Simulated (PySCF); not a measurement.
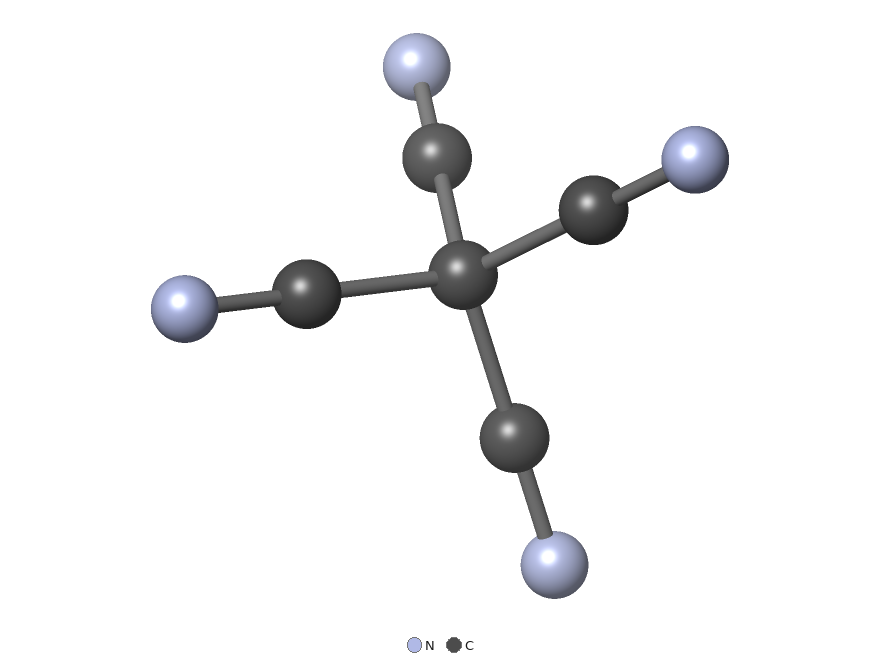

The picture shows a molecular structure as a ball-and-stick model. Every bond is drawn as one stick, whatever its order.

Computed geometry: PBE0-D3(BJ)/def2-SVP optimisation. No frequency run is at hand to confirm it as a minimum.

Count the atoms of each element.

C5N4, 9 atoms: 5 carbon and 4 nitrogen.

Give a SMILES string for it.

N#CC(C#N)(C#N)C#N

Does it have rings?

It has no ring.

How many sets of symmetry-equivalent atoms are there?

3: 4 N, 4 C, 1 C.

Name some functional groups or characteristic bonds that it holds.

Among them: nitrile.

More results for the same structure follow; atom numbers are the same in all pictures, views and colours differ.

### NMR shielding

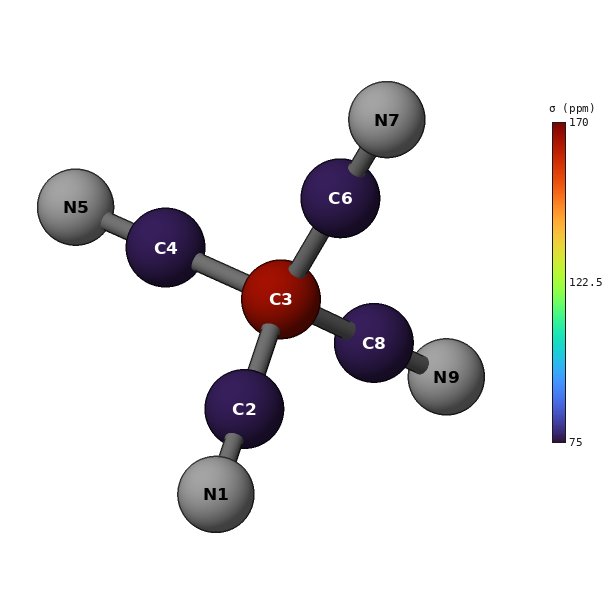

Atoms are coloured by their isotropic NMR shieldings (C only, the others grey). No frequency run is at hand to confirm it as a minimum. Properties computed with GIAO PBE0/pcSseg-1 NMR shielding, non-relativistic, gas phase (PySCF 2.14.0).

Give the isotropic NMR shieldings of the C atoms atom by atom.

| atom | σ (ppm) |
| --- | --- |
| C2 | 76.8 |
| C3 | 165.7 |
| C4 | 76.8 |
| C6 | 76.8 |
| C8 | 76.8 |

### Levels of theory compared

No frequency run is at hand to confirm it as a minimum. Program: PySCF 2.14.0.

At this fixed geometry, give HOMO–LUMO gap (eV), HOMO energy (eV) at these levels: B3LYP/def2-SVPD; B3LYP/def2-SVPD in cyclohexane (IEF-PCM); B3LYP/def2-SVPD in water (IEF-PCM); B3LYP/pcJ-1; PBE0/pcSseg-1; PBE0/pcSseg-1 in cyclohexane (IEF-PCM); PBE0/pcSseg-1 in water (IEF-PCM); ωB97X-D/pcSseg-2.

```tsv
level	HOMO–LUMO gap (eV)	HOMO energy (eV)
B3LYP/def2-SVPD	8.82	−11.16
B3LYP/def2-SVPD in cyclohexane (IEF-PCM)	8.83	−10.97
B3LYP/def2-SVPD in water (IEF-PCM)	8.85	−10.73
B3LYP/pcJ-1	8.82	−11.12
PBE0/pcSseg-1	9.33	−11.42
PBE0/pcSseg-1 in cyclohexane (IEF-PCM)	9.34	−11.24
PBE0/pcSseg-1 in water (IEF-PCM)	9.37	−11.00
ωB97X-D/pcSseg-2	13.06	−13.29
```

### Charges

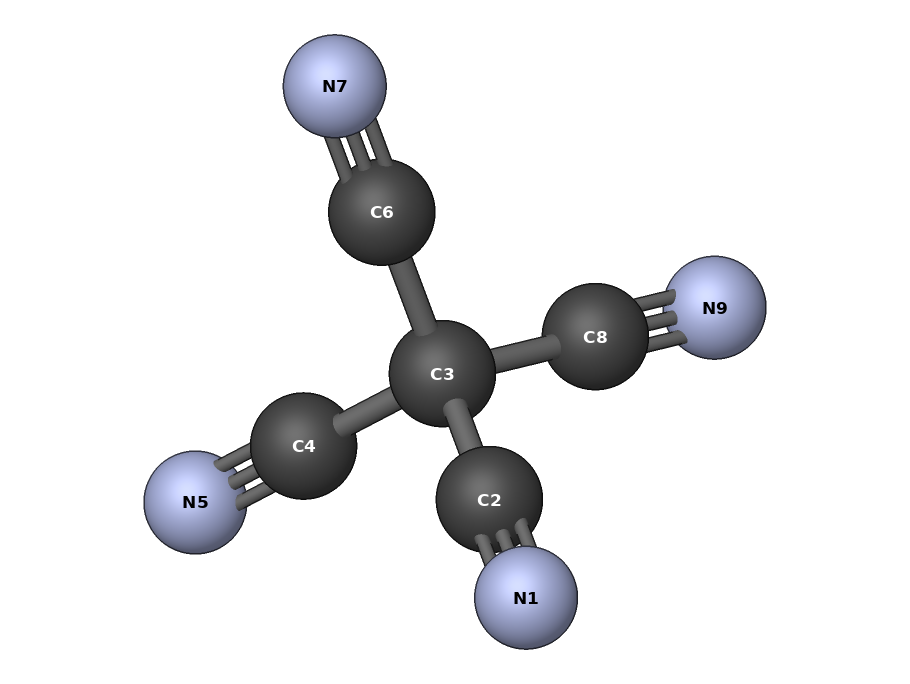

The questions are on ESP-fitted charges. No frequency run is at hand to confirm it as a minimum. Method: PBE0/pcSseg-1, gas phase (PySCF 2.14.0).

Which atom carries the highest charge (most positive or least negative)?

C2, C4, C6, C8 (0.45 to 0.46 e).

And the lowest?

C3 (−0.41 e).

Give the ESP-fitted charges atom by atom.

```csv
atom,value (e)
N1,−0.35
C2,0.45
C3,−0.41
C4,0.45
N5,−0.35
C6,0.46
N7,−0.35
C8,0.45
N9,−0.35
```
